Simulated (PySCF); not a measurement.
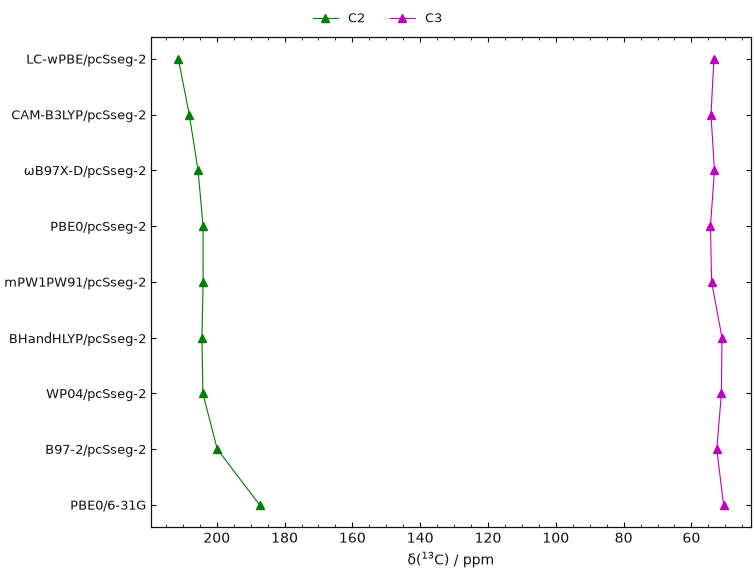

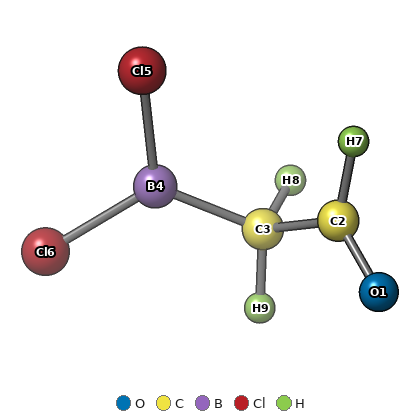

GIAO ¹³C shifts of C₂H₃BCl₂O, SMILES O=CCB(Cl)Cl at several levels, one geometry, PySCF, at a PBE0-D3(BJ)/def2-SVP geometry (no frequency check); values of one conformer, averaged over nuclei that symmetry or rotation about single bonds exchange, these motions taken as fast; other conformers aren't averaged in; each against TMS at the same level.

### Which of the plotted signals depends most on the level, and by how much?

That of C2: from 187.4 ppm (PBE0/6-31G) to 211.3 ppm (LC-wPBE/pcSseg-2), a spread of 24.0 ppm. The steadiest, C3, moves by 3.9 ppm.

### Do all levels give the signals in the same order?

Yes, the order of the signals is the same at every level.
